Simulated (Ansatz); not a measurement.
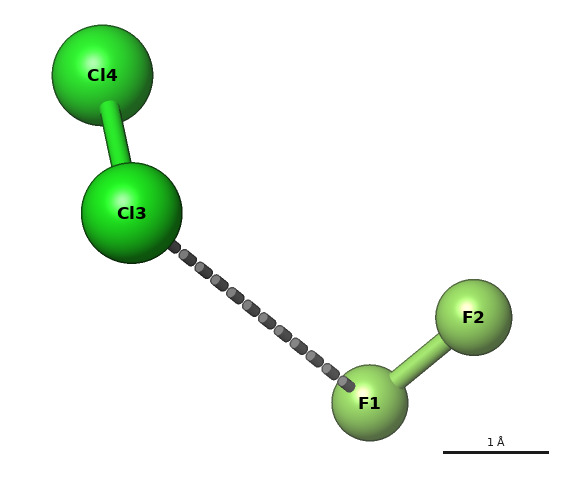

Two molecules or ions; the broken line marks their closest contact (measured against van der Waals radii). Geometry: a pair of rigid molecules at a changed separation. Program: Ansatz 0.2.0.

> Which two species are they?

F2 and Cl2 (`ClCl.FF`).

> How long is the contact?

F1···Cl3 is 4.46 Å.

Give the counterpoise-corrected interaction energy (kcal/mol, monomers kept as in the pair) with RHF-CCSD(T) (frozen core)/def2-TZVPPD; PBE0-D4/def2-TZVPPD; ωB97M-V/def2-TZVPPD.

```csv
level,interaction energy (kcal/mol)
RHF-CCSD(T) (frozen core)/def2-TZVPPD,−0.2
PBE0-D4/def2-TZVPPD,−0.3
ωB97M-V/def2-TZVPPD,−0.3
```
